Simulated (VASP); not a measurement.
# LuAlP2: structure and properties in VASP, part 2 of 6

Wanted: the relaxed cell of LuAlP2 and its properties. The cell is invented: it takes the structure of a Materials Project entry for AlGaP2 (space group 115 there), with some of its atoms replaced by other elements, volume scaled by an estimate. It may not be a known or stable phase.

VASP 6.6.1, plane waves and PAW; the level of theory is named at each step.

Still holding for the runs below: The data set Lu_3 holds the 4f electrons frozen in the core, so no f bands or f moments appear.

So far: Starting point; Rough relaxation of the start cell.

## (2) Rough relaxation of the start cell (continued)

Level of this step: PBE with rVV10, 4f electrons in the core; plane waves and PAW (Lu_3, P, Al); invented cell (VASP).

Step by step:

```tsv
step	energy less that of the first step (eV)	largest force (eV/Å)	pressure (GPa)	volume (Å³)
1	0.0000	3.3725	20.99	82.69
2	-0.7941	0.2441	-8.95	119.53
3	-1.3789	0.7826	-1.49	102.49
4	-1.3797	0.8214	-1.25	102.02
5	-1.3795	0.8555	-0.98	101.61
6	-1.4423	0.4644	-0.24	99.91
7	-1.4639	0.0149	0.69	98.17
8	-1.4639	0.0284	0.68	98.25
9	-1.4677	0.0945	-0.40	99.60
10	-1.4680	0.0670	-0.23	99.32
11	-1.4701	0.0556	-0.10	99.14
12	-1.4711	0.0439	-0.02	98.99
13	-1.4703	0.0238	0.14	98.66
14	-1.4712	0.0406	0.03	98.91
15	-1.4712	0.0390	0.01	98.88
```

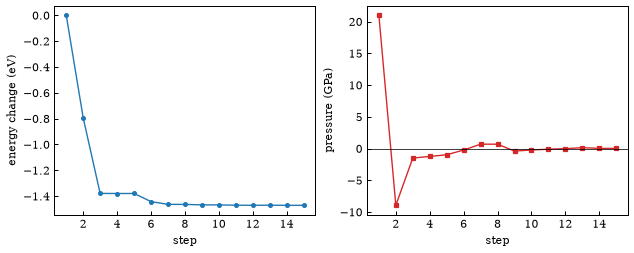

Energy and pressure along the relaxation.

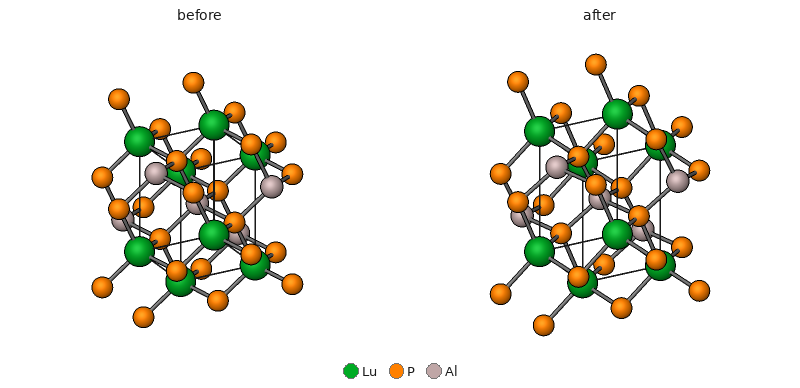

The structure before and after the relaxation, drawn at the same scale.

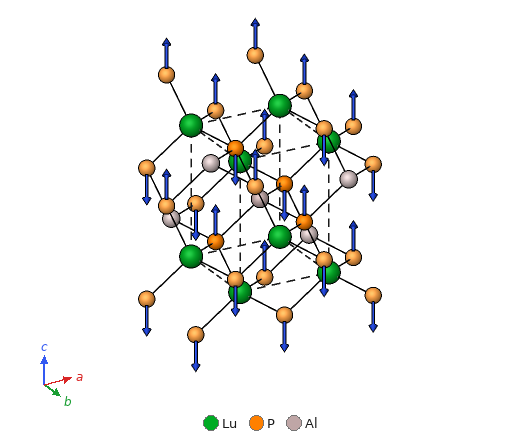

Displacements in the relaxation, exaggerated, measured against the changing cell; the longest in the cell stands for 0.19 Å. Some periodic images of atoms are drawn too.

```tsv
conventional cell, symmetrised	before	after	change
a (Å)	3.884	4.061	+4.6 %
b (Å)	3.884	4.061	+4.6 %
c (Å)	5.482	5.995	+9.4 %
volume (Å³/atom)	20.67	24.72	+19.6 %
```

The atoms that moved most (Å, as changes of fractional coordinates times the final cell):

```tsv
atom	dx	dy	dz	length
P2	0.000	0.000	0.189	0.189
P3	0.000	0.000	-0.189	0.189
```

The relaxed structure:

```cif
data_structure
_symmetry_space_group_name_H-M 'P 1'
_symmetry_Int_Tables_number 1
_cell_length_a 4.0614
_cell_length_b 4.0614
_cell_length_c 5.9948
_cell_angle_alpha 90.000
_cell_angle_beta 90.000
_cell_angle_gamma 90.000
_cell_volume 98.88
loop_
_atom_site_label
_atom_site_type_symbol
_atom_site_fract_x
_atom_site_fract_y
_atom_site_fract_z
_atom_site_occupancy
Lu1 Lu 0.00000 0.00000 0.00000 1
P2 P 0.00000 0.50000 0.28185 1
P3 P 0.50000 0.00000 0.71815 1
Al4 Al 0.50000 0.50000 0.50000 1
```

A gap read on the k-mesh alone can miss the band edges.

Numbers from this step:

| Item | Value |
| --- | --- |
| electrons | 22 |
| bands | 17 |
| irreducible k-points | 12 |
| symmetry operations | 8 |
| free energy (TOTEN) | -21.12 eV |
| Fermi energy | 3.388 eV |
| pressure | 0.01350 GPa |
| metallic | no |
| valence top at k | 0.5, 0.5, 0 |
| conduction bottom at k | 0.5, 0.5, 0 |
| least direct gap at k | 0.5, 0.5, 0 |
| SCF cycles over all ionic steps | 100 |
| gap on the k-mesh | 1.077 eV |
| least direct gap on the k-mesh | 1.077 eV |

It ends with a largest force of 0.039 eV/Å and a pressure of 0.01 GPa.

## (3) Relaxing cell and atoms (PBE + rVV10)

Properties are meant for the cell that this level of theory prefers, so cell and atoms are relaxed first (ISIF = 3) until forces and stress are small; EDIFFG sets the threshold.

Input file INCAR:

```
SYSTEM = LuAlP2
PREC = Accurate
ENCUT = 400
EDIFF = 1E-06
NELM = 100
ISMEAR = -1
SIGMA = 0.05
LREAL = .FALSE.
ALGO = Normal
GGA = PE
LUSE_VDW = .TRUE.
IVDW_NL = 2
BPARAM = 10
CPARAM = 0.0093
LASPH = .TRUE.
NBANDS = 17
LORBIT = 11
LWAVE = .FALSE.
LCHARG = .FALSE.
KPAR = 2
IBRION = 2
NSW = 60
ISIF = 3
EDIFFG = -0.01
```

Input file POSCAR:

```
LuAlP2
1.0
    4.0614087347      0.0000000000      0.0000000000
    0.0000000000      4.0614087347      0.0000000000
    0.0000000000      0.0000000000      5.9947829060
Lu P Al
1 2 1
Direct
    0.0000000000      0.0000000000      0.0000000000
    0.0000000000      0.5000000000      0.2818513043
    0.5000000000      0.0000000000      0.7181486957
    0.5000000000      0.5000000000      0.5000000000
```

Input file KPOINTS:

```
Automatic mesh
0
Gamma
7 7 5
0 0 0
```

The projector-augmented-wave data sets are Lu_3, P and Al (PBE family, release 64).

The run is started by

```console
> mpirun -np 2 vasp_std
```

Output:

```text
[banner, memory and clock lines left out]
running    2 mpi-ranks, on    1 nodes
 distrk:  each k-point on    1 cores,    2 groups
 distr:  one band on    1 cores,    1 groups

 POSCAR found type information on POSCAR LuP Al
 POSCAR found :  3 types and       4 ions
 [... a notice as in an earlier step ...]

 LDA part: xc-table for (Slater+PW92), standard interpolation
 POSCAR, INCAR and KPOINTS ok, starting setup
 FFT: planning ... GRIDC
 FFT: planning ... GRID_SOFT
 FFT: planning ... GRID
 WAVECAR not read
 entering main loop
       N       E                     dE             d eps       ncg     rms          rms(c)
Total rVV10 correction in eV:      0.6417741    28.3492747
Total rVV10 correction in eV:      0.6417741    28.3492747
DAV:   1     0.731843466200E+02    0.73184E+02   -0.84283E+03  1506   0.102E+03
DAV:   2    -0.165973206652E+02   -0.89782E+02   -0.86716E+02  1757   0.386E+02
DAV:   3    -0.223416354805E+02   -0.57443E+01   -0.56479E+01  1687   0.125E+02
DAV:   4    -0.224660904488E+02   -0.12445E+00   -0.12368E+00  1777   0.124E+01
DAV:   5    -0.224678887386E+02   -0.17983E-02   -0.17973E-02  1640   0.998E-01    0.224E+01
Total rVV10 correction in eV:      0.6779968    28.3492744
Total rVV10 correction in eV:      0.6779968    28.3492744
DAV:   6    -0.212559725127E+02    0.12119E+01   -0.31140E+00  1784   0.128E+01    0.147E+01
Total rVV10 correction in eV:      0.7212794    28.3492745
Total rVV10 correction in eV:      0.7212794    28.3492745
DAV:   7    -0.211801301676E+02    0.75842E-01   -0.11836E+00  1800   0.842E+00    0.286E+00
Total rVV10 correction in eV:      0.7244106    28.3492745
Total rVV10 correction in eV:      0.7244106    28.3492745
DAV:   8    -0.211548566474E+02    0.25274E-01   -0.19740E-01  1768   0.382E+00    0.343E-01
Total rVV10 correction in eV:      0.7264852    28.3492745
Total rVV10 correction in eV:      0.7264852    28.3492745
DAV:   9    -0.211549798462E+02   -0.12320E-03   -0.57893E-03  1608   0.561E-01    0.234E-01
Total rVV10 correction in eV:      0.7273988    28.3492745
Total rVV10 correction in eV:      0.7273988    28.3492745
DAV:  10    -0.211551373710E+02   -0.15752E-03   -0.69629E-04  1734   0.155E-01    0.134E-01
Total rVV10 correction in eV:      0.7293490    28.3492745
Total rVV10 correction in eV:      0.7293490    28.3492745
DAV:  11    -0.211552932294E+02   -0.15586E-03   -0.16585E-04  1472   0.105E-01    0.509E-02
Total rVV10 correction in eV:      0.7295289    28.3492745
Total rVV10 correction in eV:      0.7295289    28.3492745
DAV:  12    -0.211553006995E+02   -0.74701E-05   -0.26075E-05  1839   0.378E-02    0.151E-02
Total rVV10 correction in eV:      0.7296811    28.3492745
Total rVV10 correction in eV:      0.7296811    28.3492745
DAV:  13    -0.211553016379E+02   -0.93847E-06   -0.81284E-06  1552   0.313E-02
Total rVV10 correction in eV:      0.7297550    28.3492745
Total rVV10 correction in eV:      0.7297550    28.3492745
Total rVV10 correction in eV:      0.7297595    28.3492745
Total rVV10 correction in eV:      0.7297595    28.3492745
   1 F= -.21155302E+02 E0= -.21155301E+02  d E =-.211553E+02
 curvature:   0.00 expect dE= 0.000E+00 dE for cont linesearch  0.000E+00
 trial: gam= 0.00000 g(F)=  0.177E-03 g(S)=  0.247E-03 ort = 0.000E+00 (trialstep = 0.100E+01)
 search vector abs. value=  0.424E-03
 bond charge predicted
       N       E                     dE             d eps       ncg     rms          rms(c)
Total rVV10 correction in eV:      0.7297728    28.3492745
Total rVV10 correction in eV:      0.7297728    28.3492745
DAV:   1    -0.211556901681E+02   -0.38947E-03   -0.11538E-02  1616   0.877E-01    0.700E-02
Total rVV10 correction in eV:      0.7297053    28.3492745
Total rVV10 correction in eV:      0.7297053    28.3492745
DAV:   2    -0.211556642674E+02    0.25901E-04   -0.46133E-04  1624   0.142E-01    0.399E-02
Total rVV10 correction in eV:      0.7296796    28.3492745
Total rVV10 correction in eV:      0.7296796    28.3492745
DAV:   3    -0.211556434573E+02    0.20810E-04   -0.27632E-05  1736   0.351E-02    0.190E-02
Total rVV10 correction in eV:      0.7296767    28.3492745
Total rVV10 correction in eV:      0.7296767    28.3492745
DAV:   4    -0.211556394161E+02    0.40412E-05   -0.75412E-06  1712   0.239E-02    0.595E-03
Total rVV10 correction in eV:      0.7296767    28.3492745
Total rVV10 correction in eV:      0.7296767    28.3492745
DAV:   5    -0.211556393562E+02    0.59908E-07   -0.40625E-07   904   0.670E-03
Total rVV10 correction in eV:      0.7296805    28.3492745
Total rVV10 correction in eV:      0.7296805    28.3492745
Total rVV10 correction in eV:      0.7296785    28.3492745
Total rVV10 correction in eV:      0.7296785    28.3492745
   2 F= -.21155639E+02 E0= -.21155639E+02  d E =-.337718E-03
[...]
3 F= -.21155823E+02 E0= -.21155823E+02  d E =-.521828E-03
 curvature:  -1.23 expect dE=-0.655E-04 dE for cont linesearch -0.138E-08
 trial: gam= 0.12757 g(F)=  0.309E-04 g(S)=  0.224E-04 ort =-0.690E-06 (trialstep = 0.129E+01)
 search vector abs. value=  0.601E-04
 bond charge predicted
       N       E                     dE             d eps       ncg     rms          rms(c)
Total rVV10 correction in eV:      0.7295717    28.3492745
Total rVV10 correction in eV:      0.7295717    28.3492745
DAV:   1    -0.211558807488E+02   -0.57097E-04   -0.26920E-03  1646   0.509E-01    0.482E-02
Total rVV10 correction in eV:      0.7295897    28.3492746
Total rVV10 correction in eV:      0.7295897    28.3492746
DAV:   2    -0.211558758026E+02    0.49462E-05   -0.94771E-05  1600   0.643E-02    0.254E-02
Total rVV10 correction in eV:      0.7295956    28.3492746
Total rVV10 correction in eV:      0.7295956    28.3492746
DAV:   3    -0.211558702863E+02    0.55163E-05   -0.77857E-06  1731   0.243E-02    0.996E-03
Total rVV10 correction in eV:      0.7295953    28.3492746
Total rVV10 correction in eV:      0.7295953    28.3492746
DAV:   4    -0.211558692554E+02    0.10309E-05   -0.10898E-06   962   0.130E-02    0.239E-03
Total rVV10 correction in eV:      0.7295955    28.3492746
Total rVV10 correction in eV:      0.7295955    28.3492746
DAV:   5    -0.211558692313E+02    0.24101E-07   -0.24613E-07   762   0.130E-02
Total rVV10 correction in eV:      0.7295967    28.3492746
Total rVV10 correction in eV:      0.7295967    28.3492746
Total rVV10 correction in eV:      0.7295959    28.3492746
Total rVV10 correction in eV:      0.7295959    28.3492746
   4 F= -.21155869E+02 E0= -.21155869E+02  d E =-.457650E-04
 trial-energy change:   -0.000046  1 .order   -0.000047   -0.000069   -0.000025
 step:   2.0163(harm=  2.0163)  dis= 0.00121  next Energy=   -21.155877 (dE=-0.537E-04)
 reached required accuracy - stopping structural energy minimisation
```

Wall time 3.7 min (2 MPI ranks of AMD EPYC 7R43, shared host); peak memory 0.6 GiB; 7.3 min of CPU time.

From OUTCAR (step 3):

```text
  LATTYP: Found a simple tetragonal cell.
 ALAT       =     4.0614087347
 C/A-ratio  =     1.4760353605

The static configuration has the point symmetry D_2d.

 Found     30 irreducible k-points:

   k-points           NKPTS =     30   k-points in BZ     NKDIM =     30   number of bands    NBANDS=     17

   dimension x,y,z NGX =    28 NGY =   28 NGZ =   40
   dimension x,y,z NGXF=    56 NGYF=   56 NGZF=   80

   ENCUT  =  400.0 eV  29.40 Ry    5.42 a.u.   6.62  6.62  9.78*2*pi/ulx,y,z

   NELECT =      22.0000    total number of electrons

 E-fermi :   3.4465

 k-point     1 :       0.0000    0.0000    0.0000
  band No.  band energies     occupation
    ...
      7       1.5039      2.00000
      8       1.5039      2.00000
      9       2.1100      2.00000
     10       2.3899      2.00000
     11       2.3899      2.00000
     12       4.1258      0.00000
     13       4.2045      0.00000
     14       6.4719      0.00000
     15       7.3375      0.00000
     16       8.0575      0.00000
    ...

 k-point     2 :       0.1429    0.0000    0.0000
  band No.  band energies     occupation
    ...
      7       0.7657      2.00000
      8       1.5567      2.00000
      9       1.9356      2.00000
     10       2.1310      2.00000
     11       2.4339      2.00000
     12       4.2987      0.00000
     13       5.1132      0.00000
     14       6.9793      0.00000
     15       7.0726      0.00000
     16       7.9658      0.00000
    ...

  Total       -0.0179456     -0.0179456      0.0025961      0.0000000      0.0000000      0.0000000
  in kB       -0.2907577     -0.2907577      0.0420621      0.0000000      0.0000000      0.0000000
  external PRESSURE =      -0.1798178 kB  Pullay stress =       0.0000000 kB

  energy-cutoff  :      400.00
  volume of cell :       98.89
      direct lattice vectors                 reciprocal lattice vectors
     4.052862296  0.000000000  0.000000000     0.246739200  0.000000000  0.000000000
     0.000000000  4.052862296  0.000000000     0.000000000  0.246739200  0.000000000
     0.000000000  0.000000000  6.020232784    -0.000000000  0.000000000  0.166106534

 POSITION                                       TOTAL-FORCE (eV/Angst)
 -----------------------------------------------------------------------------------
      0.00000      4.05286      0.00000        -0.000000      0.000000      0.000000
      0.00000      2.02643      1.69249        -0.000000      0.000000      0.006930
      2.02643      4.05286      4.32774         0.000000     -0.000000     -0.006930
      2.02643      2.02643      3.01012        -0.000000     -0.000000      0.000000
 -----------------------------------------------------------------------------------
    total drift:                               -0.000000      0.000000     -0.000000

  FREE ENERGIE OF THE ION-ELECTRON SYSTEM (eV)
  ---------------------------------------------------
  free  energy   TOTEN  =       -21.1558692313 eV

  energy  without entropy=      -21.1558682762  energy(sigma->0) =      -21.15586875

 total charge
# of ion       s       p       d       tot
------------------------------------------
    1        0.436   6.572   1.003   8.010
    2        1.017   1.577   0.000   2.594
    3        1.017   1.577   0.000   2.594
    4        0.385   0.344   0.000   0.729
--------------------------------------------------
tot          2.856  10.069   1.003  13.927

[... 2 parts as in an earlier step ...]

[... 7 further parts left out ...]
```

CONTCAR:

```
LuAlP2
   1.00000000000000
     4.0528622960018801    0.0000000000000000    0.0000000000000000
     0.0000000000000000    4.0528622960018801    0.0000000000000000
     0.0000000000000000    0.0000000000000000    6.0202327841793366
  Lu              P               Al
     1     2     1
Direct
     0.0000000000000000    1.0000000000000000    0.0000000000000000
     0.0000000000000000    0.5000000000000000    0.2811344429855998
     0.5000000000000000    1.0000000000000000    0.7188655570144001
     0.5000000000000000    0.5000000000000000    0.5000000000000000
```

The steps of the relaxation:

```tsv
step	energy less that of the first step (eV)	largest force (eV/Å)	pressure (GPa)	volume (Å³)
1	0.0000	0.0428	0.00	98.88
2	-0.0003	0.0179	0.00	98.88
3	-0.0005	0.0179	0.01	98.87
4	-0.0006	0.0069	-0.02	98.89
```

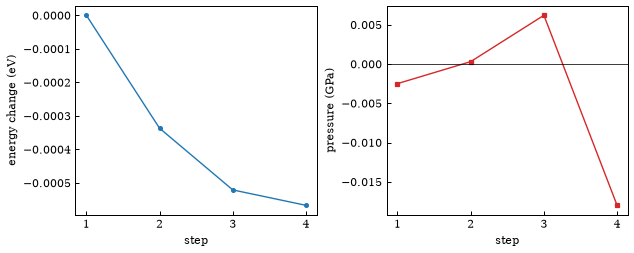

Energy and pressure along the relaxation.

```tsv
conventional cell, symmetrised	before	after	change
a (Å)	4.061	4.053	-0.2 %
b (Å)	4.061	4.053	-0.2 %
c (Å)	5.995	6.020	+0.4 %
volume (Å³/atom)	24.72	24.72	+0.0 %
```

Final coordinates:

```xyz
4
Lattice="4.0529 0.0000 0.0000 0.0000 4.0529 0.0000 0.0000 0.0000 6.0202" Properties=species:S:1:pos:R:3 pbc="T T T"
Lu    0.0000    0.0000    0.0000
P     0.0000    2.0264    1.6925
P     2.0264    0.0000    4.3277
Al    2.0264    2.0264    3.0101
```

This step gave:

```yaml
irreducible_k_points: 30
free_energy_toten: -21.16 eV
fermi_energy: 3.446 eV
pressure: -0.01798 GPa
valence_top_at_k: 0, 0, 0.4
conduction_bottom_at_k: 0.4286, 0.4286, 0
least_direct_gap_at_k: 0.4286, 0.4286, 0
scf_cycles_over_all_ionic_steps: 28
gap_on_the_k_mesh: 1.113 eV
least_direct_gap_on_the_k_mesh: 1.215 eV
```

It ends with a largest force of 0.007 eV/Å and a pressure of -0.02 GPa.

[end of part 2 of 6]

[Lines on the potential files, build, host, timing and source positions are cut from VASP's logs without a mark.]

[Logs are printed without paths, hosts, clocks, repeated set-up lines and the standing remarks that a program may print on its own settings, such as how far it seeks lower states.]

[Hosts, paths, dates, database ids (printed as entryN), source tags and the programs' standing remarks are cut or masked in the printed files.]

[A measured line is paired with the nearest computed mode of its activity, which favours agreement.]

[In band tables of VASP the shares of atoms and orbitals are scaled to a sum of 1 inside the atoms' spheres.]
